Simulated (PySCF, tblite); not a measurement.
# C2H8F3NSi2+ (doublet): geometry, infrared bands and EPR parameters

Wanted: the infrared bands and EPR parameters of C2H8F3NSi2+ (doublet) (`FC(F)(F)C[NH+][SiH2][SiH3]`), by calculation.

Programs: tblite 0.8.0 and PySCF 2.14.0, with density-fitted response routines of our own. Each step states its level of theory. These are calculated values for one molecule in the gas phase, unless marked as measured. Atoms count from 0, in the outputs and in this text.

**1. The molecule as given**

16 atoms, charge 1, multiplicity 2; geometry from: force field or distance geometry start.

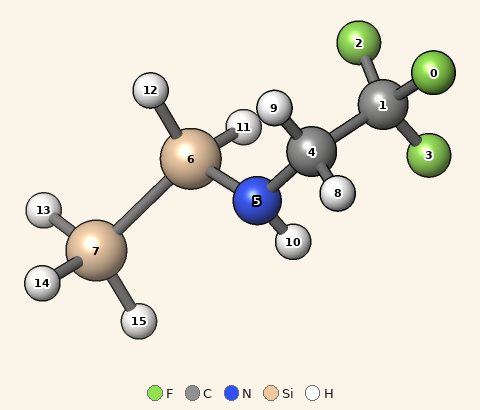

As it starts; fluorine green, carbon grey, nitrogen blue, silicon light orange, hydrogen white, atoms numbered.

**2. Geometry optimisation with GFN2-xTB**

The job: settings as JSON, then the geometry in Å.

```
{"job": {"kind": "relax", "xc": "GFN2-xTB", "basis": "xTB"}, "charge": 1, "multiplicity": 2}
F      3.772800     0.048800     0.542100
C      2.483700    -0.270500     0.225500
F      2.418000    -0.395200    -1.104100
F      2.234500    -1.482200     0.767100
C      1.505500     0.782900     0.789400
N      0.043200     0.499500     0.713700
Si    -0.847200     0.467000    -0.749600
Si    -3.141100     0.474800    -0.451000
H      1.749400     0.927200     1.843900
H      1.710400     1.744800     0.300200
H     -0.121400    -0.381800     1.205600
H     -0.412700    -0.778200    -1.423900
H     -0.400300     1.636200    -1.523100
H     -3.841300     0.372500    -1.769200
H     -3.601100     1.722800     0.229700
H     -3.559800    -0.691900     0.392400
```

The run is started by

```bash
> OMP_NUM_THREADS=1 python probes_run.py task.json out
```

One launch serves the whole session: the jobs run in the order shown.

The program printed:

```text
step      E/eV     max force
  0    -775.01965    2.567
  1    -775.24964    1.596
  2    -775.44296    0.694
  3    -775.52315    0.680
  4    -775.60241    0.613
  5    -775.64353    0.460
  6    -775.66204    0.364
  7    -775.67695    0.305
  8    -775.68720    0.266
  9    -775.69811    0.254
 10    -775.71241    0.207
 11    -775.72344    0.219
 12    -775.72969    0.160
 13    -775.73349    0.119
 14    -775.73621    0.086
 15    -775.73795    0.087
 16    -775.73922    0.082
 17    -775.74043    0.088
 18    -775.74184    0.096
 19    -775.74350    0.097
 20    -775.74544    0.131
 21    -775.74767    0.133
 22    -775.75014    0.138
 23    -775.75275    0.148
 24    -775.75549    0.136
 25    -775.75835    0.150
 26    -775.76146    0.149
 27    -775.76508    0.126
 28    -775.76871    0.129
 29    -775.77152    0.108
 30    -775.77345    0.108
 31    -775.77507    0.102
 32    -775.77679    0.094
 33    -775.77842    0.093
 34    -775.77961    0.091
 35    -775.78039    0.077
 36    -775.78102    0.068
 37    -775.78174    0.066
 38    -775.78265    0.076
 39    -775.78351    0.057
 40    -775.78409    0.054
 41    -775.78445    0.044
 42    -775.78480    0.045
 43    -775.78527    0.050
 44    -775.78585    0.056
 45    -775.78645    0.066
 46    -775.78695    0.053
 47    -775.78735    0.048
 48    -775.78764    0.043
 49    -775.78785    0.033
 50    -775.78802    0.032
 51    -775.78816    0.039
 52    -775.78832    0.037
 53    -775.78848    0.030
 54    -775.78867    0.034
 55    -775.78889    0.036
 56    -775.78912    0.047
 57    -775.78933    0.051
 58    -775.78955    0.049
 59    -775.78981    0.042
 60    -775.79010    0.038
 61    -775.79038    0.036
 62    -775.79058    0.033
 63    -775.79073    0.028
 64    -775.79085    0.024
 65    -775.79097    0.026
 66    -775.79107    0.025
 67    -775.79117    0.028
 68    -775.79129    0.027
 69    -775.79143    0.027
 70    -775.79156    0.029
 71    -775.79169    0.033
 72    -775.79183    0.035
 73    -775.79206    0.041
 74    -775.79238    0.043
 75    -775.79268    0.038
 76    -775.79283    0.023
 77    -775.79290    0.016
 78    -775.79295    0.016
 79    -775.79304    0.022
 80    -775.79314    0.023
 81    -775.79320    0.016
 82    -775.79324    0.017
 83    -775.79328    0.015
 84    -775.79334    0.017
 85    -775.79343    0.020
 86    -775.79352    0.026
 87    -775.79359    0.027
 88    -775.79365    0.023
 89    -775.79372    0.020
 90    -775.79380    0.021
 91    -775.79388    0.025
 92    -775.79396    0.024
 93    -775.79403    0.021
 94    -775.79410    0.021
 95    -775.79415    0.014
 96    -775.79418    0.017
 97    -775.79422    0.020
 98    -775.79426    0.020
 99    -775.79430    0.014
100    -775.79433    0.010
101    -775.79434    0.012
102    -775.79436    0.013
103    -775.79440    0.015
104    -775.79447    0.021
105    -775.79460    0.025
106    -775.79474    0.021
107    -775.79483    0.018
108    -775.79485    0.015
109    -775.79487    0.014
110    -775.79490    0.011
111    -775.79495    0.017
112    -775.79501    0.019
113    -775.79506    0.012
114    -775.79509    0.009
```

Run time: 1 s. Hardware: 1 thread of Intel Xeon at 2.60GHz, shared host.

Relaxation path: (not every step is listed)

```
step  energy from step 0 (eV)  largest force (eV/Å)
   0                   0.0000                2.5667
   1                  -0.2300                1.5956
   2                  -0.4233                0.6936
   3                  -0.5035                0.6796
   4                  -0.5828                0.6134
   5                  -0.6239                0.4601
   6                  -0.6424                0.3639
   7                  -0.6573                0.3047
   8                  -0.6676                0.2664
  18                  -0.7222                0.0965
  28                  -0.7491                0.1294
  38                  -0.7630                0.0765
  48                  -0.7680                0.0429
  58                  -0.7699                0.0492
  68                  -0.7716                0.0273
  78                  -0.7733                0.0158
  88                  -0.7740                0.0228
  98                  -0.7746                0.0199
 108                  -0.7752                0.0154
 109                  -0.7752                0.0139
 110                  -0.7753                0.0112
 111                  -0.7753                0.0172
 112                  -0.7754                0.0192
 113                  -0.7754                0.0122
 114                  -0.7754                0.0091
```

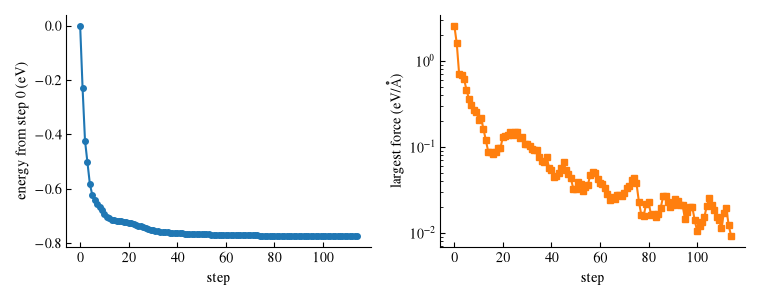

Energy and largest force along the relaxation.

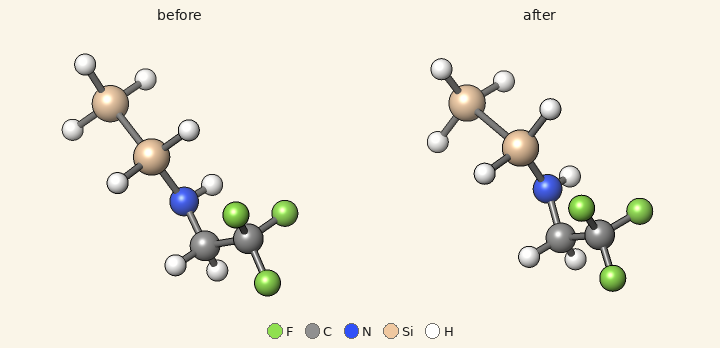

Before and after, at one scale.

Close pairs (by a distance rule), those that changed most:

```
   bond  before (Å)  after (Å)  change (Å)
Si6–Si7       2.313      2.608      +0.295
  F0–C1       1.365      1.320      -0.045
  C4–N5       1.491      1.448      -0.044
Si7–H15       1.499      1.459      -0.040
Si7–H13       1.496      1.456      -0.040
Si7–H14       1.494      1.457      -0.037
Si6–H11       1.481      1.457      -0.024
  C1–F2       1.337      1.354      +0.017
```

The end geometry stands in the next job.

**3. Vibrational analysis with GFN2-xTB**

The job: settings as JSON, then the geometry in Å.

```
{"job": {"kind": "ir", "xc": "GFN2-xTB", "basis": "xTB"}, "charge": 1, "multiplicity": 2}
F      3.633551     0.325835     0.408717
C      2.399261    -0.110281     0.236465
F      2.156341    -0.161614    -1.094774
F      2.324157    -1.369383     0.672096
C      1.346349     0.777109     0.903495
N      0.026009     0.252617     0.625933
Si    -0.591358     0.163226    -0.967924
Si    -3.092339     0.571401    -0.350990
H      1.542512     0.813714     1.976549
H      1.454202     1.780127     0.484328
H     -0.251484    -0.436876     1.313201
H     -0.597329    -1.125944    -1.647577
H     -0.215013     1.364978    -1.696298
H     -3.652150     0.566277    -1.695565
H     -3.080129     1.852137     0.343819
H     -3.410178    -0.586755     0.477115
```

The program printed:

```text
mode    cm-1     km/mol
  1      31.6      1.05
  2      46.2      1.01
  3      56.8      1.68
  4      59.0      1.48
  5      88.1     16.17
  6     174.0      0.92
  7     205.1      6.14
  8     248.7      0.81
  9     319.8      2.98
 10     331.8      5.57
 11     344.2      5.71
 12     357.4     26.19
 13     409.4     11.43
 14     467.8      8.03
 15     493.6      9.91
 16     495.7     14.89
 17     535.5     86.96
 18     605.4     34.56
 19     639.2    286.91
 20     683.7    221.87
 21     695.1    146.28
 22     707.7     92.54
 23     712.3    119.59
 24     805.2     10.71
 25     831.6     74.93
 26     909.8     83.66
 27    1053.6    158.11
 28    1117.2    123.43
 29    1146.4     89.43
 30    1161.2    223.23
 31    1181.8    136.41
 32    1285.4     90.44
 33    1322.5     53.12
 34    1429.0     14.90
 35    2289.8     42.16
 36    2311.4     35.88
 37    2325.6      4.09
 38    2341.4    323.96
 39    2348.0    208.54
 40    2987.4      1.20
 41    3000.4      0.89
 42    3399.1     28.62
```

Wall time 0.75 s (1 thread of Intel Xeon at 2.60GHz, shared host).

The strongest bands and the atoms that carry them (share of the mass-weighted mode):

```
cm⁻¹  km/mol                                   atoms
 639   286.9                      H12 43 %, H11 36 %
 684   221.9            H12 43 %, H11 23 %, H15 10 %
 695   146.3            H13 60 %, H14 18 %, H15 15 %
1054   158.1      C1 40 %, H9 15 %, H8 12 %, C4 10 %
1161   223.2               C1 57 %, H8 22 %, F0 14 %
1182   136.4               C1 41 %, H9 29 %, H8 10 %
2341   324.0  H14 31 %, H12 31 %, H15 21 %, H13 12 %
2348   208.5                      H13 64 %, H14 30 %
```

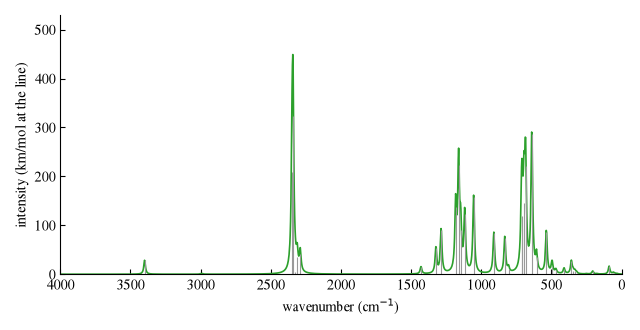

The infrared spectrum from these modes, unscaled. Lines are broadened to a width of 14 cm⁻¹ (Lorentzian).

**4. EPR parameters: B3LYP/pcH-1**

Settings changed since step 3:

```diff
@@ -1,2 +1,2 @@
-{"job": {"kind": "ir", "xc": "GFN2-xTB", "basis": "xTB"}, "charge": 1, "multiplicity": 2}
+{"job": {"kind": "epr", "basis": "pcH-1"}, "charge": 1, "multiplicity": 2}
 F      3.633551     0.325835     0.408717
```

Method: UKS B3LYP, pcH-1 on C F H N Si, non-relativistic, mean-field spin-orbit, GIAO.

The program printed:

```text
UKS, coarse grid
  cycle   1  E = -1013.87486643  |g| = 6.92e-01
  cycle   2  E = -1013.65625741  |g| = 1.10e+00
  cycle   3  E = -1014.03047252  |g| = 1.11e-01
  cycle   4  E = -1014.03256093  |g| = 9.08e-02
  cycle   5  E = -1014.03610962  |g| = 1.70e-02
  cycle   6  E = -1014.03622908  |g| = 5.11e-03
  cycle   7  E = -1014.03624204  |g| = 1.73e-03
  cycle   8  E = -1014.03624434  |g| = 8.64e-04
UKS, final grid
  cycle   1  E = -1014.03630040  |g| = 1.26e-03
  cycle   2  E = -1014.03629769  |g| = 2.83e-03
  cycle   3  E = -1014.03630122  |g| = 2.47e-04
  cycle   4  E = -1014.03630124  |g| = 1.53e-04
  cycle   5  E = -1014.03630125  |g| = 6.68e-05
  cycle   6  E = -1014.03630126  |g| = 1.17e-05
E = -1014.03630126 Eh   <S^2> = 0.7542 (exact 0.7500)
g shifts (ppm)      1          2          3
  rmc          -174       -174       -174
  gc              8         29         43
  oz_so         316       4157       4621
  total         150       4012       4490
hyperfine (MHz)  atom isotope    a_iso     a_fc   dipolar eigenvalues
    0   19F      14.12      13.88    -19.51    -18.83     38.34
    1   13C      39.42      39.42     -3.14     -2.70      5.84
    2   19F      18.19      18.09     -9.88     -8.12     17.99
    3   19F      -1.16      -1.22     -5.20     -3.34      8.54
    4   13C      -0.81      -0.83     -3.30     -2.52      5.81
    5   14N      41.82      41.78    -15.53    -15.14     30.68
    6  29Si      -3.31      -3.32    -51.78     24.06     27.72
    7  29Si     -46.53     -46.66    -87.87     43.24     44.63
    8    1H      -1.43      -1.43     -3.20     -1.88      5.07
    9    1H      27.29      27.28     -3.42     -2.78      6.20
   10    1H     -22.32     -22.36    -15.93     -6.77     22.70
   11    1H     171.69     171.68     -4.82     -1.29      6.10
   12    1H      15.14      15.13     -3.57     -1.59      5.16
   13    1H      57.92      57.90     -6.20      0.71      5.49
   14    1H       6.78       6.77     -5.60      0.03      5.57
   15    1H      21.41      21.40     -5.74      0.59      5.15
```

Wall time 98 s (1 thread of Intel Xeon at 2.60GHz, shared host); peak memory 1.1 GiB.

Principal g values 2.00247, 2.00633, 2.00681; g(iso) = 2.00520, against 2.00232 for a free electron.

Hyperfine couplings; where a row names several nuclei, a(iso) is their mean (it holds for fast rotation or exchange) and the dipolar term the largest among them:

```
       nuclei  isotope  a(iso) (MHz)  a(iso) (G, at g = 2.0023)  largest dipolar term (MHz)
     H11, H12       1H          93.4                       33.3                         6.1
          Si7     29Si         -46.5                      -16.6                       -87.9
           N5      14N          41.8                       14.9                        30.7
           C1      13C          39.4                       14.1                         5.8
H13, H14, H15       1H          28.7                       10.2                        -6.2
          H10       1H         -22.3                       -8.0                        22.7
       H8, H9       1H          12.9                        4.6                         6.2
   F0, F2, F3      19F          10.4                        3.7                        38.3
          Si6     29Si          -3.3                       -1.2                       -51.8
           C4      13C          -0.8                       -0.3                         5.8
```

Mulliken spin populations:

F0 0.01; C1 0.02; F2 0.00; F3 0.00; C4 -0.01; N5 0.31; Si6 0.20; Si7 0.34; H8 0.00; H9 0.01; H10 -0.01; H11 0.09; H12 0.00; H13 0.03; H14 0.00; H15 0.01

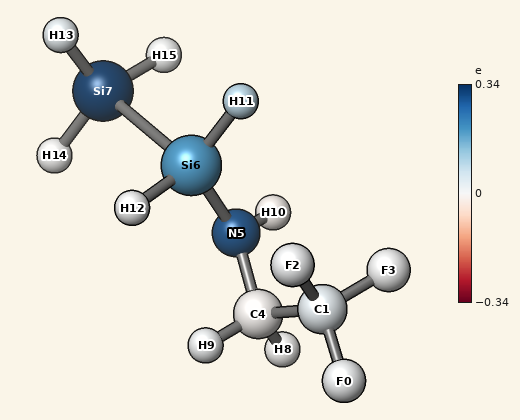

Mulliken spin populations, as colours on the atoms.

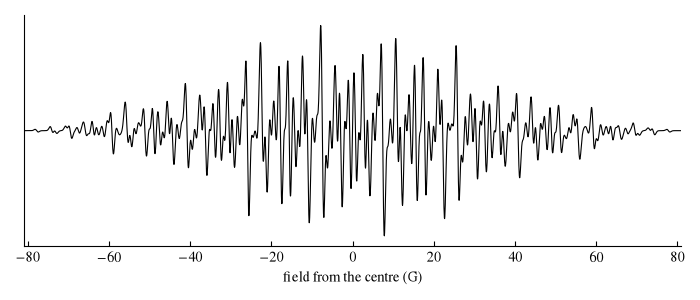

First-order isotropic spectrum (first derivative, main isotopes with spin only, couplings over 0.8 MHz, Gaussian width 0.4 G; couplings of the frozen geometry, rotation of groups not averaged beyond the rows shown).

Orbitals, density, ELF and potential are computed afterwards from the orbital file.

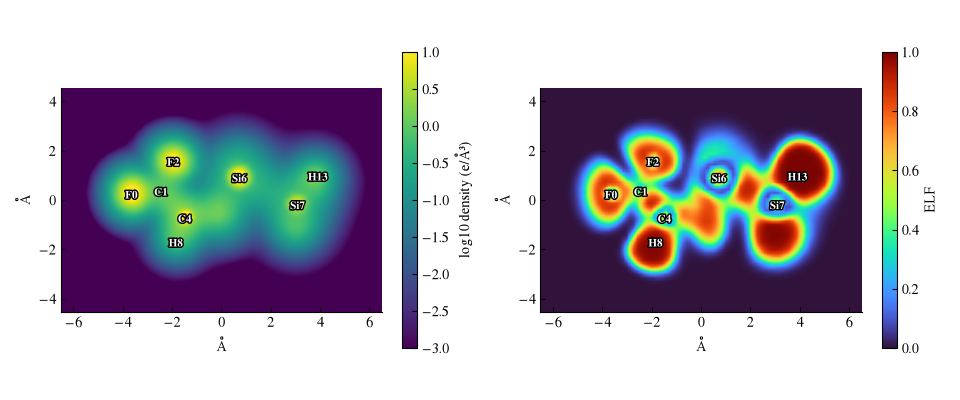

Density (left) and ELF (right) in a plane through or near 8 of the atoms.

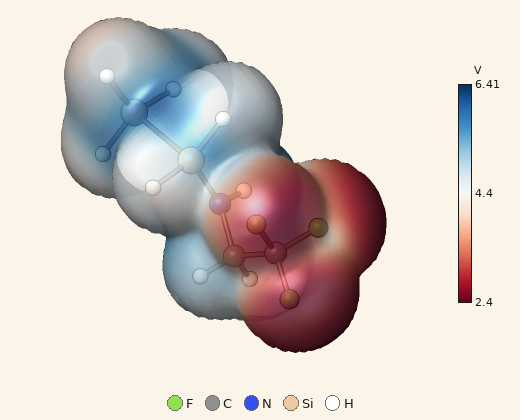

Electrostatic potential on the surface of density 0.002 e/bohr³; red is low, blue high. It runs from 2.40 V near F0 to 6.41 V near H10.

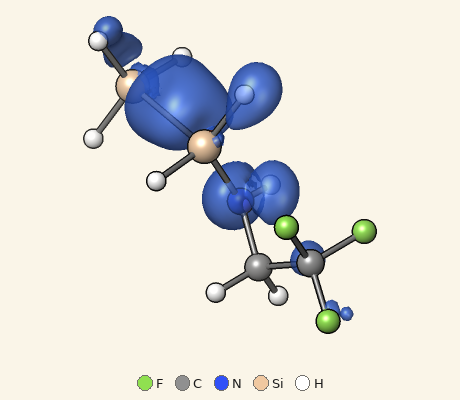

Spin density at ±0.03 e/Å³ (alpha excess blue, beta excess red).

**5. What came out**

```
                                 quantity                     value
strongest single infrared mode (GFN2-xTB)     2341 cm⁻¹, 324 km/mol
             zero-point energy (GFN2-xTB)             60.0 kcal/mol
                           g(iso) (B3LYP)                   2.00520
                                     ⟨S²⟩        0.754 (exact 0.75)
       largest a(iso) (averaged by class)  1H on H11, H12, 93.4 MHz
```

In words: Over 114 steps the energy fell by 0.775 eV; of the close pairs, Si6–Si7 changed most, 2.313 to 2.608 Å. No mode is imaginary among the 42: a minimum at this level. The strongest single mode, at 2341 cm⁻¹, is carried by H14, H12, H15, H13. GFN2-xTB is a fitted tight-binding method: band positions and strengths are rough. Its intensities can rank the bands wrongly. The largest spin populations lie on Si7 (0.34 e), N5 (0.31 e). The isotropic g lies 2.9 ppt above the free-electron value. These values are for one conformer; the search (at its own cheap level) found 2 more, at 0.06, 0.21 kcal/mol, and measured spectra average over such forms.
